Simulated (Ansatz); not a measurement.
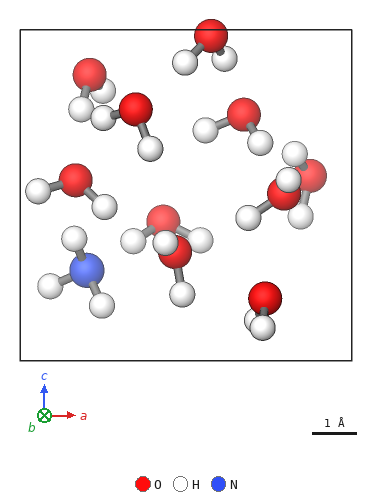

Starting frame of a dynamics run of a periodic cell with 10 H2O + 1 NH3 at 0.743 g/cm³. Style: ball-and-stick. Shown: the simulation cell, along the b axis.

Theory: Ansatz, DFT PBE-D3(BJ), scalar-relativistic, plane waves, PAW.

Input
```yaml
accuracy: low
crystal:
  lattice:
    - [7.609936, 0.0, 0.0]
    - [0.0, 7.609936, 0.0]
    - [0.0, 0.0, 7.609936]
  atoms:
    - { symbol: O, position: [0.34426771, 0.0888539, 0.75539793] }
    - { symbol: H, position: [0.24662278, 0.16784334, 0.72956322] }
    - { symbol: H, position: [0.38826879, 0.05465586, 0.63644895] }
    - { symbol: O, position: [0.57184003, 0.29267433, 0.97747341] }
    - { symbol: H, position: [0.61238128, 0.3947573, 0.90843326] }
    - { symbol: H, position: [0.4933231, 0.22703705, 0.89671436] }
    - { symbol: O, position: [0.73521901, 0.99065305, 0.18428387] }
    - { symbol: H, position: [0.71036474, 1.09923264, 0.1181631] }
    - { symbol: H, position: [0.72749487, 0.89855845, 0.09591545] }
    - { symbol: O, position: [0.67077335, 0.59531129, 0.73942565] }
    - { symbol: H, position: [0.55524624, 0.62340502, 0.69220784] }
    - { symbol: H, position: [0.72032012, 0.50870166, 0.65433081] }
    - { symbol: O, position: [0.42757616, 0.00535083, 0.41642229] }
    - { symbol: H, position: [0.33687882, -0.07752984, 0.35737459] }
    - { symbol: H, position: [0.53948985, -0.02371315, 0.36011125] }
    - { symbol: O, position: [-0.12965245, 0.98436275, 0.55475692] }
    - { symbol: H, position: [-0.1577739, 0.95878954, 0.43206021] }
    - { symbol: H, position: [-0.17548956, 0.88441885, 0.62073048] }
    - { symbol: O, position: [0.46290281, 0.34937246, 0.32481994] }
    - { symbol: H, position: [0.43422118, 0.22465976, 0.3522232] }
    - { symbol: H, position: [0.4847414, 0.34895504, 0.19651856] }
    - { symbol: O, position: [0.20519521, 0.72909887, 0.85981929] }
    - { symbol: H, position: [0.24523464, 0.84186641, 0.81169935] }
    - { symbol: H, position: [0.17983686, 0.65625994, 0.75576611] }
    - { symbol: O, position: [0.16280965, 0.47800133, 0.54131811] }
    - { symbol: H, position: [0.25004873, 0.42341742, 0.46060223] }
    - { symbol: H, position: [0.04969747, 0.42232028, 0.50815992] }
    - { symbol: O, position: [0.79220795, 0.34920259, 0.50131777] }
    - { symbol: H, position: [0.80593775, 0.22710718, 0.54209441] }
    - { symbol: H, position: [0.68434684, 0.34981092, 0.4277721] }
    - { symbol: "N", position: [0.19675542, 0.78572599, 0.26940522] }
    - { symbol: H, position: [0.24216642, 0.71281071, 0.16284027] }
    - { symbol: H, position: [0.15863473, 0.69627409, 0.36471678] }
    - { symbol: H, position: [0.0862588, 0.84849405, 0.22133864] }
basis:
  ecutwfc: 420.0
kpoints:
  mp_grid: { grid: [1, 1, 1] }
hamiltonian:
  xc: pbe
  dispersion: d3bj
scf:
  occupations: { method: fermi_dirac, width: 0.02 }
  lower_state_search: "off"
md:
  timestep: 0.5
  n_steps: 300
  ensemble: nvt_langevin
  temperature: 1500.0
  initial_velocities: maxwell_boltzmann
  seed: 272825
  friction: 0.02
```

Run as
```bash
ansatz run input.yaml --threads 1 --pin off --max-ram 3072MiB --backend cpu --events-out ev --progress --plain --runs-dir out
```

Q: What does the trajectory do?

A: Over the second half the temperature averages 1278 K (spread ±99 K). The potential energy is still drifting at the end, so the run hasn't reached equilibrium. The potential energy in the second half lies on average 162 meV per atom above the first frame. In the second half of the run the atoms are, in the root-mean-square, this far from where they began (common drift taken out): H 1.28 Å, O 1.00 Å, N 0.65 Å. The heavy atoms stay within a fraction of a molecule's size of their starting places; so short a run doesn't tell a liquid from a solid.

Along the run (each row but the first and the last is the mean over the interval that it begins):

```
time (fs)  potential energy (meV/atom)  T (K)
      0.0                          0.0   1456
     25.0                        151.1   1366
     50.0                        165.6   1404
     75.0                        146.1   1225
    100.0                        152.6   1274
    125.0                        185.4   1333
    150.0                        186.8   1475
```

The paths of the atoms:

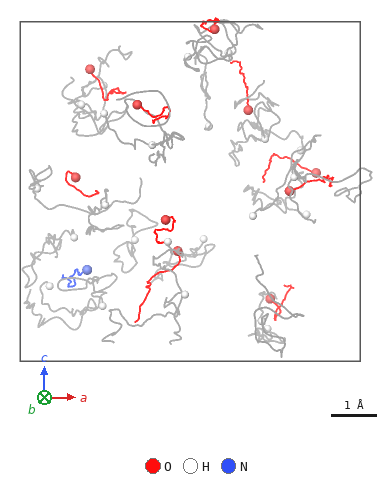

Limits of the set-up: the program's low-accuracy preset was used; the periodic images lie only 7.6 Å apart, so the values are limited by the cell's size.

Cost: 14 min on 1 thread of Arm Neoverse V1, with other jobs on the host, peak memory 0.45 GiB.
